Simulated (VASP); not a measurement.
Band structure of Ni₃Ge (space group Pm-3m). Calculation: LDA (Ceperley-Alder, Perdew-Zunger) with spin-orbit coupling, VASP's LDA PAW potentials (set 64) (plane waves; VASP).

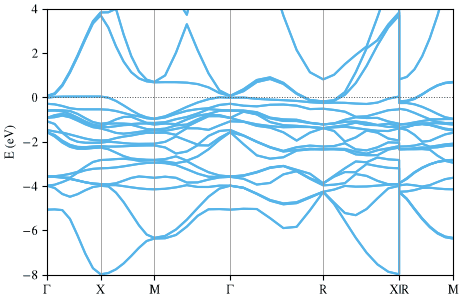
Bands along high-symmetry lines, zero at the valence-band maximum or, without a gap, the Fermi level

### Question
Read the plot: is there a gap, and where are the band edges?

### Answer
It has no gap at this level: it comes out as a metal or semimetal.

The structure comes from a computed database's Ni3Ge entry (Pm-3m); how it stands against other phases isn't given here. It was relaxed first.
